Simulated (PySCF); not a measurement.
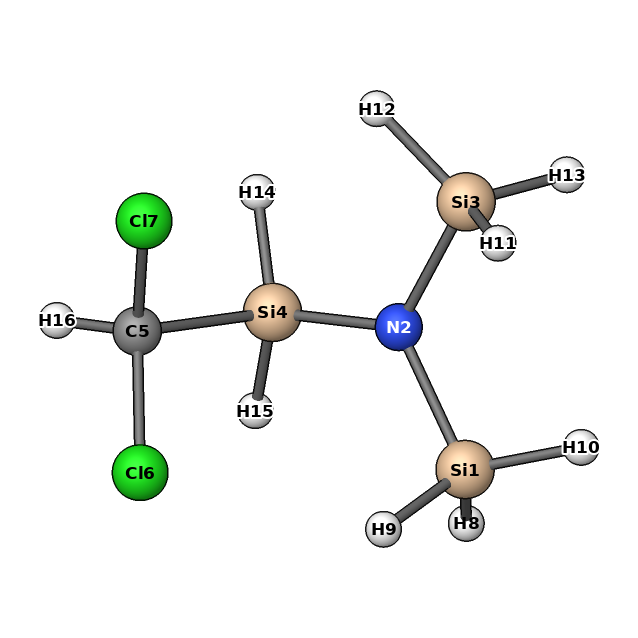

The questions are on Mulliken spin populations. The species has charge +1 and is a spin doublet. The computed structure is the end point of a GFN2-xTB optimisation. No frequency run is at hand to confirm it as a minimum. Level of theory: UKS B3LYP, pcH-1 on C Cl H N Si, non-relativistic (PySCF 2.14.0).

### Which atom carries the largest spin population?

N2 (0.44 e).

### Which atom has the lowest spin population?

Si1, Si3, Si4 (−0.02 e); a negative value comes from spin polarisation.

Give the Mulliken spin populations atom by atom.

```json
{"atom": "Si1", "value (e)": "−0.02"}
{"atom": "N2", "value (e)": "0.44"}
{"atom": "Si3", "value (e)": "−0.02"}
{"atom": "Si4", "value (e)": "−0.02"}
{"atom": "C5", "value (e)": "0.18"}
{"atom": "Cl6", "value (e)": "0.12"}
{"atom": "Cl7", "value (e)": "0.10"}
{"atom": "H8", "value (e)": "0.02"}
{"atom": "H9", "value (e)": "0.05"}
{"atom": "H10", "value (e)": "0.01"}
{"atom": "H11", "value (e)": "0.01"}
{"atom": "H12", "value (e)": "0.01"}
{"atom": "H13", "value (e)": "0.06"}
{"atom": "H14", "value (e)": "0.03"}
{"atom": "H15", "value (e)": "0.02"}
{"atom": "H16", "value (e)": "0.03"}
```

Mulliken values depend strongly on the basis set. The geometry is semi-empirical. Around Si such bond lengths and angles can be off by a tenth of an ångström or more and by several degrees, and values that hang on the shape move with them.
